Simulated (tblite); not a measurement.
Run report: C8H14Ge, geometry relaxation (part 2 of 2)

The same run, continued: C8H14Ge, SMILES C=C=C=C([CH2][GeH3])CCC; GFN2-xTB geometry optimisation, gas phase (tblite 0.8.0). It belongs to a series of runs on one base structure; here: H on C replaced by nPr.

Geometry of the input (Å):
```
C  2.7190  -3.1236  -0.1497
C  1.9222  -2.0717  -0.1093
C  1.1653  -1.0397  -0.0276
C  0.3873  0.0316  0.0474
C  0.6461  1.1671  -0.8456
Ge 1.0557  2.8136  0.0631
C  -0.7102  0.0663  1.0416
C  -2.0659  0.2426  0.4579
C  -2.4499  -0.8756  -0.5027
H  3.3020  -3.3855  0.7407
H  2.7698  -3.7285  -1.0628
H  -0.1687  1.3088  -1.5933
H  1.5564  0.9175  -1.4523
H  2.6053  2.9453  0.1733
H  0.5001  2.8718  1.5111
H  0.5081  3.9755  -0.8082
H  -0.6218  -0.8940  1.6345
H  -0.5032  0.9028  1.7291
H  -2.2502  1.2511  0.0421
H  -2.7984  0.1532  1.3075
H  -1.5583  -1.3445  -0.9716
H  -3.0946  -0.4887  -1.3232
H  -2.9207  -1.6684  0.1081
```

### Trajectory as extended XYZ, continued
```
23
Properties=species:S:1:pos:R:3:forces:R:3 step=82 energy=-709.82126
C     2.7559   -3.0970   -0.1406   -0.0130   0.0010  -0.0070
C     1.9356   -2.0777   -0.1092    0.0090   0.0220   0.0060
C     1.1676   -1.0839   -0.0625    0.0430   0.0340   0.0090
C     0.3852   -0.0270    0.0175   -0.0120  -0.0040  -0.0170
C     0.5471    1.1334   -0.9093    0.0130  -0.0110   0.0180
Ge    1.1257    2.7890    0.0176   -0.0250   0.0080  -0.0090
C    -0.6766    0.0591    1.0780    0.0150   0.0040  -0.0010
C    -2.0827    0.2487    0.5036    0.0030  -0.0220  -0.0050
C    -2.4475   -0.8851   -0.4464   -0.0300  -0.0050   0.0010
H     2.6688   -3.9112    0.5604   -0.0040  -0.0140  -0.0100
H     3.5491   -3.1570   -0.8681    0.0060  -0.0140  -0.0050
H    -0.3976    1.3555   -1.4134    0.0430  -0.0210   0.0000
H     1.2859    0.8954   -1.6780   -0.0220  -0.0050   0.0040
H     2.4567    2.6314    0.6774   -0.0050  -0.0070  -0.0010
H     0.1513    3.2108    1.0735    0.0010   0.0330  -0.0080
H     1.2135    3.9177   -0.9623    0.0230   0.0040   0.0040
H    -0.6545   -0.8501    1.6828    0.0070  -0.0140  -0.0140
H    -0.4387    0.9046    1.7340   -0.0160   0.0250   0.0110
H    -2.1456    1.2043   -0.0235   -0.0150   0.0060   0.0380
H    -2.7945    0.2814    1.3312   -0.0100  -0.0050  -0.0030
H    -1.8213   -0.8544   -1.3351    0.0090  -0.0380  -0.0040
H    -3.4874   -0.8128   -0.7552   -0.0210   0.0280  -0.0150
H    -2.3010   -1.8480    0.0379    0.0010  -0.0050   0.0070
23
Properties=species:S:1:pos:R:3:forces:R:3 step=102 energy=-709.83202
C     2.7511   -3.0862   -0.1586    0.0000   0.0020   0.0000
C     1.9676   -2.0393   -0.1058   -0.0020  -0.0030  -0.0040
C     1.2106   -1.0378   -0.0509   -0.0050  -0.0050  -0.0190
C     0.3929   -0.0070    0.0138   -0.0080  -0.0120  -0.0060
C     0.5244    1.1493   -0.9211    0.0120  -0.0010   0.0160
Ge    1.1215    2.7985    0.0052    0.0120  -0.0070   0.0080
C    -0.6642    0.0546    1.0812   -0.0020   0.0010  -0.0040
C    -2.0811    0.2225    0.5254   -0.0040   0.0010   0.0000
C    -2.4484   -0.8997   -0.4379   -0.0070  -0.0070   0.0020
H     2.6432   -3.9005    0.5399    0.0100  -0.0100  -0.0090
H     3.5300   -3.1728   -0.8987    0.0060  -0.0020   0.0020
H    -0.4306    1.3581   -1.4088    0.0230   0.0040  -0.0040
H     1.2517    0.9155   -1.7017   -0.0110  -0.0110   0.0060
H     2.3492    2.5418    0.8187   -0.0080   0.0160  -0.0090
H     0.0798    3.3423    0.9324   -0.0200   0.0140   0.0020
H     1.4255    3.8786   -0.9857    0.0080   0.0020   0.0040
H    -0.6196   -0.8603    1.6768    0.0120   0.0170   0.0030
H    -0.4380    0.9034    1.7398   -0.0100  -0.0040   0.0000
H    -2.1710    1.1875    0.0202    0.0040   0.0030  -0.0010
H    -2.7820    0.2285    1.3633   -0.0070  -0.0030  -0.0050
H    -1.7869   -0.8994   -1.3020   -0.0020  -0.0020   0.0090
H    -3.4723   -0.7834   -0.7871    0.0050  -0.0040   0.0010
H    -2.3581   -1.8673    0.0517   -0.0060   0.0140   0.0090
23
Properties=species:S:1:pos:R:3:forces:R:3 step=123 energy=-709.83502
C     2.7541   -3.0875   -0.1886    0.0010  -0.0040  -0.0060
C     1.9527   -2.0541   -0.1353   -0.0070   0.0030   0.0000
C     1.1887   -1.0580   -0.0735    0.0070   0.0100   0.0230
C     0.3912   -0.0126    0.0120   -0.0130  -0.0040   0.0000
C     0.5446    1.1506   -0.9113   -0.0030  -0.0060  -0.0060
Ge    1.1217    2.8099    0.0116   -0.0120   0.0090   0.0130
C    -0.6634    0.0602    1.0812   -0.0090   0.0010  -0.0010
C    -2.0850    0.2170    0.5315   -0.0010   0.0040  -0.0050
C    -2.4588   -0.9158   -0.4169    0.0100  -0.0010   0.0060
H     2.6571   -3.9107    0.5010   -0.0040  -0.0010  -0.0020
H     3.5417   -3.1541   -0.9215    0.0010   0.0000  -0.0090
H    -0.3999    1.3648   -1.4167   -0.0050  -0.0030  -0.0040
H     1.2813    0.9132   -1.6812    0.0130   0.0000  -0.0030
H     2.2727    2.5621    0.9308    0.0090  -0.0090   0.0050
H     0.0255    3.4228    0.8291   -0.0100  -0.0080  -0.0040
H     1.5396    3.8441   -0.9874   -0.0040  -0.0070   0.0020
H    -0.6145   -0.8444    1.6917    0.0150   0.0050  -0.0020
H    -0.4369    0.9207    1.7248   -0.0070  -0.0050  -0.0030
H    -2.1803    1.1762    0.0164    0.0120   0.0010  -0.0050
H    -2.7823    0.2284    1.3728    0.0090   0.0150  -0.0060
H    -1.7817   -0.9460   -1.2679   -0.0060   0.0040  -0.0030
H    -3.4739   -0.7849   -0.7850   -0.0020   0.0000  -0.0080
H    -2.3990   -1.8749    0.0923    0.0070  -0.0060   0.0190
23
Properties=species:S:1:pos:R:3:forces:R:3 step=143 energy=-709.83923
C     2.7474   -3.0982   -0.2554   -0.0090  -0.0110  -0.0050
C     1.9528   -2.0634   -0.1527    0.0100   0.0010  -0.0040
C     1.1904   -1.0701   -0.0466   -0.0130  -0.0200   0.0170
C     0.4027   -0.0175    0.0320    0.0100  -0.0010   0.0000
C     0.5933    1.1352   -0.8986   -0.0020   0.0120   0.0070
Ge    1.0823    2.8145    0.0344   -0.0060   0.0180   0.0050
C    -0.6643    0.0849    1.0850    0.0120   0.0040  -0.0010
C    -2.0720    0.2469    0.5038    0.0100   0.0050   0.0050
C    -2.4612   -0.9396   -0.3690   -0.0040   0.0100   0.0120
H     2.6568   -3.9454    0.4052    0.0110  -0.0040  -0.0060
H     3.5181   -3.1405   -1.0087   -0.0030  -0.0100   0.0150
H    -0.3222    1.3246   -1.4643    0.0020  -0.0070  -0.0170
H     1.3812    0.8987   -1.6171   -0.0180  -0.0020  -0.0050
H     2.1769    2.5972    1.0292   -0.0110   0.0040  -0.0030
H    -0.0795    3.4173    0.7640    0.0040   0.0030   0.0040
H     1.5470    3.8373   -0.9551    0.0020   0.0050   0.0080
H    -0.6353   -0.8057    1.7167    0.0110  -0.0010  -0.0130
H    -0.4376    0.9569    1.7128   -0.0100   0.0030   0.0050
H    -2.1247    1.1710   -0.0775   -0.0080  -0.0020  -0.0080
H    -2.7837    0.3388    1.3276    0.0110   0.0070   0.0030
H    -1.7591   -1.0596   -1.1912    0.0020  -0.0030  -0.0040
H    -3.4579   -0.8002   -0.7810   -0.0110  -0.0010  -0.0080
H    -2.4561   -1.8562    0.2166    0.0090  -0.0090  -0.0050
23
Properties=species:S:1:pos:R:3:forces:R:3 step=164 energy=-709.84037
C     2.7369   -3.1137   -0.2650    0.0010   0.0040   0.0070
C     1.9505   -2.0728   -0.1617    0.0000   0.0080  -0.0030
C     1.1942   -1.0744   -0.0557   -0.0110   0.0060   0.0000
C     0.4137   -0.0162    0.0251   -0.0020   0.0070  -0.0050
C     0.5991    1.1395   -0.9040    0.0000  -0.0100  -0.0100
Ge    1.0567    2.8224    0.0408    0.0080  -0.0100   0.0010
C    -0.6502    0.0923    1.0800    0.0020   0.0000  -0.0070
C    -2.0596    0.2515    0.5016    0.0040   0.0000   0.0010
C    -2.4570   -0.9432   -0.3565    0.0070   0.0030   0.0010
H     2.6451   -3.9596    0.3967   -0.0050  -0.0090   0.0050
H     3.5101   -3.1606   -1.0149    0.0000  -0.0050  -0.0070
H    -0.3119    1.3122   -1.4831    0.0060   0.0040   0.0080
H     1.3960    0.9129   -1.6154    0.0040   0.0000   0.0010
H     2.1026    2.5910    1.0835   -0.0050   0.0100   0.0030
H    -0.1261    3.4441    0.7181   -0.0070  -0.0050   0.0020
H     1.5824    3.8377   -0.9241    0.0010   0.0100  -0.0080
H    -0.6187   -0.7950    1.7160   -0.0010   0.0000  -0.0010
H    -0.4235    0.9692    1.7016   -0.0040  -0.0080   0.0030
H    -2.1128    1.1683   -0.0917   -0.0040  -0.0060   0.0100
H    -2.7669    0.3553    1.3280    0.0080   0.0050  -0.0040
H    -1.7705   -1.0630   -1.1924   -0.0020   0.0010   0.0070
H    -3.4628   -0.8137   -0.7503    0.0010  -0.0030   0.0000
H    -2.4321   -1.8571    0.2333   -0.0020   0.0000  -0.0050
23
Properties=species:S:1:pos:R:3:forces:R:3 step=184 energy=-709.84171
C     2.7021   -3.1537   -0.2677   -0.0020  -0.0010  -0.0010
C     1.9423   -2.0920   -0.1760    0.0010  -0.0010  -0.0010
C     1.2089   -1.0756   -0.0805    0.0000   0.0010   0.0000
C     0.4403   -0.0096    0.0097    0.0000  -0.0030   0.0050
C     0.6305    1.1535   -0.9087    0.0020  -0.0040   0.0020
Ge    1.0096    2.8488    0.0482   -0.0040   0.0040   0.0050
C    -0.6200    0.0905    1.0693   -0.0030   0.0000   0.0020
C    -2.0314    0.2562    0.4991    0.0000   0.0000   0.0020
C    -2.4448   -0.9457   -0.3410    0.0030   0.0050   0.0000
H     2.5786   -3.9931    0.3977    0.0020   0.0000  -0.0010
H     3.4794   -3.2285   -1.0111   -0.0040   0.0010   0.0000
H    -0.2658    1.3074   -1.5160    0.0000  -0.0020   0.0010
H     1.4538    0.9465   -1.5954    0.0020   0.0000  -0.0040
H     2.0390    2.6624    1.1163   -0.0010   0.0020  -0.0020
H    -0.2125    3.4213    0.6996   -0.0010   0.0000  -0.0020
H     1.5145    3.8864   -0.9050    0.0000  -0.0010  -0.0030
H    -0.5871   -0.8037    1.6957   -0.0020   0.0030   0.0020
H    -0.3897    0.9596    1.7002   -0.0010  -0.0010  -0.0010
H    -2.0808    1.1663   -0.1047    0.0020  -0.0020   0.0030
H    -2.7315    0.3770    1.3291    0.0010  -0.0010   0.0000
H    -1.7582   -1.0875   -1.1729    0.0020   0.0000  -0.0030
H    -3.4480   -0.8088   -0.7388    0.0010   0.0000   0.0000
H    -2.4339   -1.8508    0.2627    0.0010   0.0010  -0.0040
```

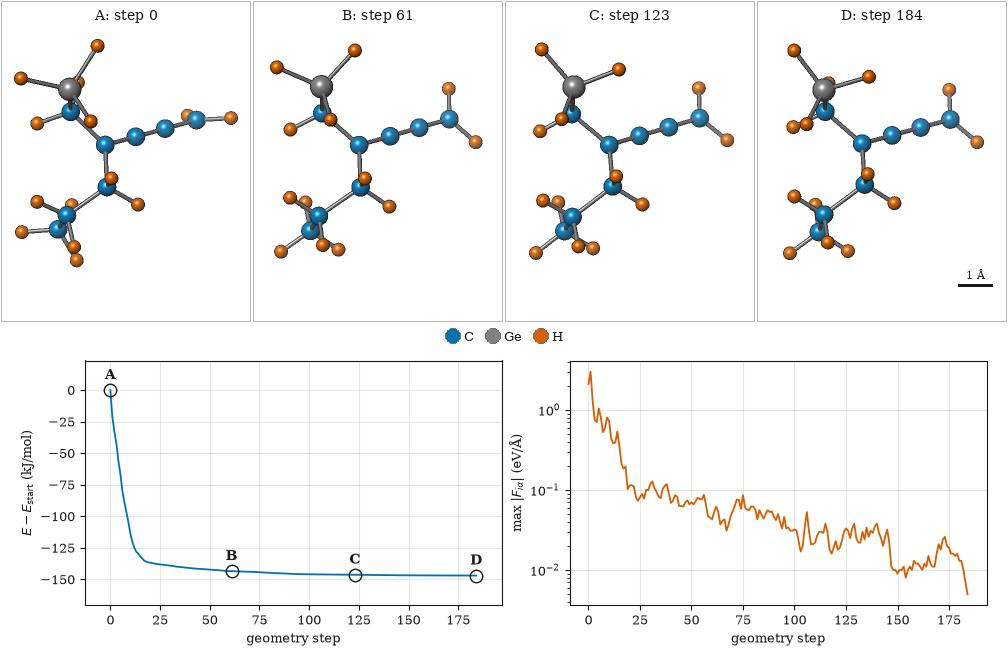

Figure 1. Frames of the relaxation (ball-and-stick view, seen at a tilt) above the curves, on which the letters mark them (steps are counted from 0).

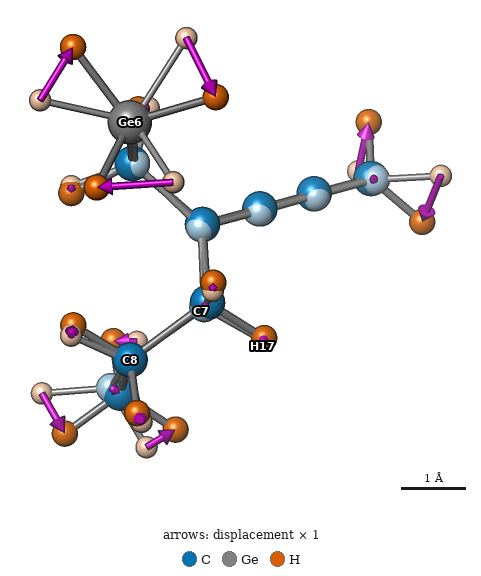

Figure 2. Start (faint) and end (solid) with the displacements as pink arrows, at true length (ball-and-stick view, seen at a tilt). The two geometries are laid on each other by the best rigid fit. After 184 geometry steps the energy has fallen by 146.9 kJ/mol. The largest force component goes from 2.1 to 0.005 eV/Å. The largest move after the best rigid fit is that of H15, 1.22 Å. Largest moves by element: H 1.22 Å, C 0.17 Å, Ge 0.06 Å. Distances before and after: Ge6–H14 1.559 → 1.495 Å, C5–Ge6 1.925 → 1.983 Å, Ge6–H15 1.552 → 1.499 Å, C7–C8 1.487 → 1.531 Å. Among the angles that change: H22–C9–H23 114.2° → 108.5°, H15–Ge6–H16 111.7° → 106.7°, C9–C8–H20 104.7° → 109.4°. (Atoms are counted from 1 in the order of the input.)

### Key numbers

```tsv
quantity	value
outcome	converged
total energy	−709.8417 eV
wall time	6 s
peak memory	0.18 GiB
```
